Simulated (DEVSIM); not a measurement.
System: Mo/SiO2/p-Ge capacitor, at 300 K.

```tsv
layer (left to right)	material	thickness (nm)	Na (cm⁻³)
1	SiO2	29.0	-
2	Ge	4300	9.5e14
```

Metal gate on the left, work function 4.6 eV. Fixed charge at the semiconductor interface -3e10 cm⁻² (in units of +e); no interface traps.

This is a model device: material constants are rounded textbook-type values typed into the input, and sizes, dopings and lifetimes were drawn at random. Values at 300 K.

```tsv
parameter	SiO2	Ge
gap (eV)	9	0.664
affinity (eV)	0.9	4
permittivity	3.9	16
Nc (cm⁻³)	-	1.04e19
Nv (cm⁻³)	-	6e18
```

Model (solved in DEVSIM): 1D Poisson equation in equilibrium, Boltzmann statistics, complete ionisation; no quantum confinement or tunnelling. Metal contacts follow the ideal Schottky-Mott rule: no Fermi-level pinning, no interface dipoles.

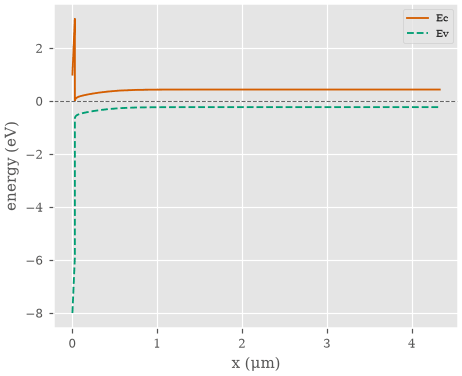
Figure: Band edges at 2.7 V on the gate

Energies count from the Fermi level of the right contact; mesh points crowd at the junctions.

```
x (μm)    Ec (eV)  Ev (eV)  n (cm⁻³)  p (cm⁻³)  field (V/cm)
--------  -------  -------  --------  --------  ------------
0.000       1.000   -8.000     < 1e2     < 1e2        730000
0.001667    1.122   -7.878     < 1e2     < 1e2        730000
0.005323    1.389   -7.611     < 1e2     < 1e2        730000
0.01401     2.024   -6.976     < 1e2     < 1e2        730000
0.02462     2.800   -6.200     < 1e2     < 1e2        730000
0.02775     3.028   -5.972     < 1e2     < 1e2        730000
0.02917     0.021   -0.643    4.6e18     9.5e7        160000
0.03219     0.056   -0.608    1.2e18     3.7e8         84000
0.03870     0.093   -0.571    2.8e17     1.6e9         41000
0.05405     0.136   -0.528    5.5e16     8.0e9         19000
0.09327     0.187   -0.477    7.6e15    5.8e10          9600
0.2420      0.287   -0.377    1.6e14    2.7e12          5300
0.5626      0.400   -0.264    2.0e12    2.2e14          2000
1.318       0.437   -0.227    4.7e11    9.4e14            24
3.238       0.438   -0.226    4.6e11    9.5e14           ≈ 0
3.877       0.438   -0.226    4.6e11    9.5e14           ≈ 0
4.149       0.438   -0.226    4.6e11    9.5e14           ≈ 0
4.255       0.438   -0.226    4.6e11    9.5e14           ≈ 0
4.308       0.438   -0.226    4.6e11    9.5e14           ≈ 0
4.321       0.438   -0.226    4.6e11    9.5e14           ≈ 0
4.327       0.438   -0.226    4.6e11    9.5e14           ≈ 0
4.329       0.438   -0.226    4.6e11    9.5e14           ≈ 0
```
